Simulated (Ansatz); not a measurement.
## Electronic structure of BCl₂HOSi (SMILES ClBO[Si]Cl) in real space

```xyz
6

B     0.5363    0.0162   -0.3334
Cl    1.7276   -0.4859    0.8886
Cl   -2.3925    2.0609    1.3660
O    -0.7758    0.0347   -0.0200
Si   -2.3604    0.0897    0.5534
H     0.9197    0.3258   -1.4364
```

Geometry: BLYP-D3(BJ)/def2-SVP.

Method: isolated molecule in a Gaussian basis; Kohn-Sham density functional theory, functional PBE0 in Ansatz 0.2.0.

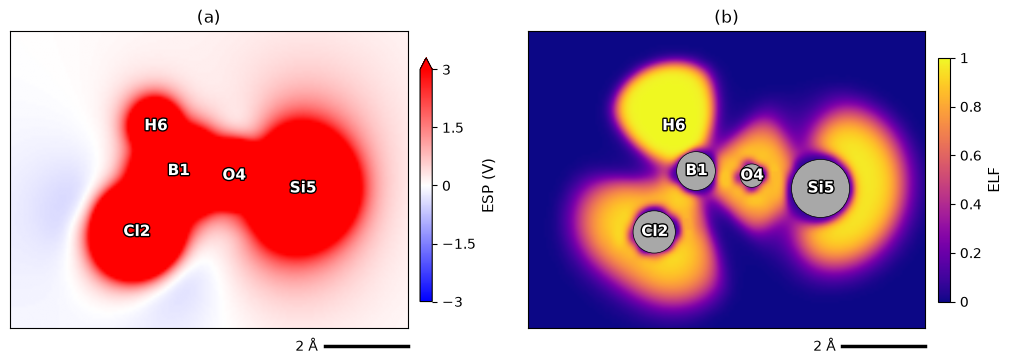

Figure 1. (a) molecular electrostatic potential; (b) electron localisation function on the plane of atoms Cl2, B1 and O4. Grey discs cover the atomic cores in the ELF map.

What do the fields say about this system?

Answer. The section cuts through B, Cl, O, Si and H sites.
B–O (1.35 Å): the ELF peaks at about 0.90 between the atoms (a short, strongly polar bond).
Si–O (1.69 Å): the ELF peaks at about 0.85 between the atoms (a shared but strongly polarised pair).
B–Cl (1.78 Å): the ELF peaks at about 0.90 between the atoms; a shared but strongly polarised pair.
B–H (1.21 Å): the ELF climbs to about 1 towards the hydrogen, as it does in any bond to H: an ordinary covalent bond to hydrogen.
The ELF also peaks beside Cl2, O4 and Si5, away from the bonds: lone-pair regions.
Outside the dense part of the molecule the potential is most negative (−0.4 V) near Cl2.

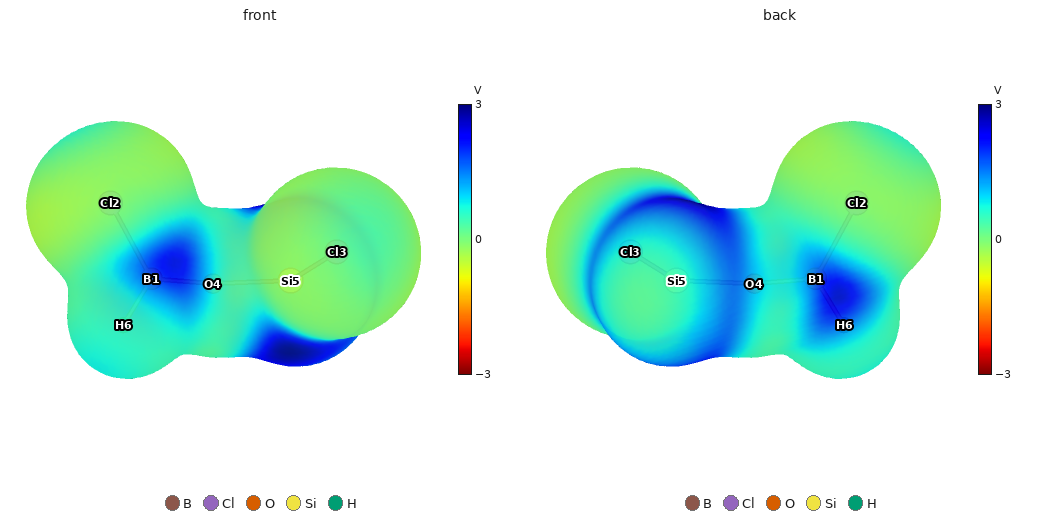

Figure 2. The electrostatic potential painted on the density surface at 0.004 e/bohr³, seen from the front and from behind; the colour scale runs from red (negative) to blue (positive).

Describe the electrostatic potential map.

Answer. The most negative region (about −0.4 V) lies over Cl2, the most positive (about +2.9 V) over Si5. Cl2 shows a σ-hole: about +0.6 V at the tip opposite its bond, against about −0.2 V on its flanks. Cl3 shows a σ-hole: about +0.3 V at the tip opposite its bond, against about −0.2 V on its flanks.

What dipole moment does the calculation give?

Answer. Its dipole moment is 1.52 D.

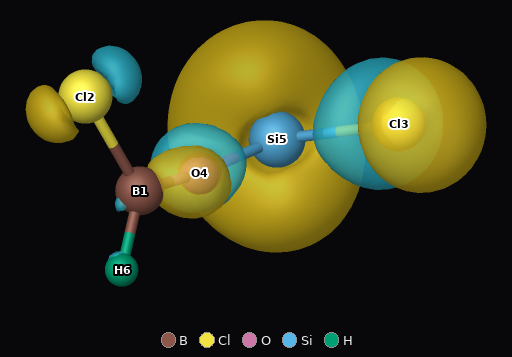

Figure 3. One frontier orbital at ±0.1 Å⁻³ᐟ² (yellow and cyan are the two phases), seen at an oblique angle.

Which orbital is it: HOMO or LUMO?

Answer. The HOMO, at −8.07 eV. It lies mainly on Si5 (about 65 %), Cl3 (about 25 %) and O4 (about 5 %).

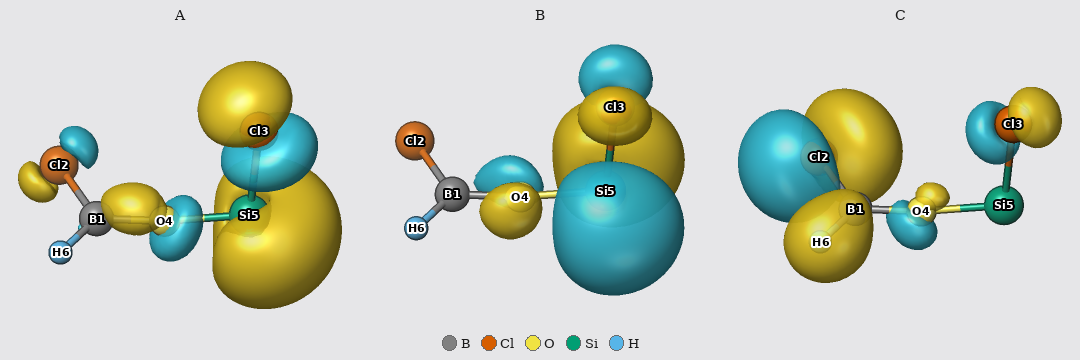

Figure 4. Three frontier orbitals at ±0.1 Å⁻³ᐟ² (yellow and cyan are the two phases), in no order.

Order the three orbitals by energy and name them.

Answer. C is the HOMO−1 (−9.20 eV). By Hirshfeld shares it lies mainly on Cl2 (about 70 %), B1 (about 10 %) and H6 (about 10 %); largely a lone pair of Cl2. A is the HOMO (−8.07 eV). By Hirshfeld shares it lies mainly on Si5 (about 65 %), Cl3 (about 25 %) and O4 (about 5 %). B is the LUMO (−2.66 eV). Its weight (Hirshfeld) is mainly on Si5 (about 80 %), Cl3 (about 10 %) and O4 (about 5 %).

What is the HOMO–LUMO gap?

Answer. 5.41 eV between the orbital energies.
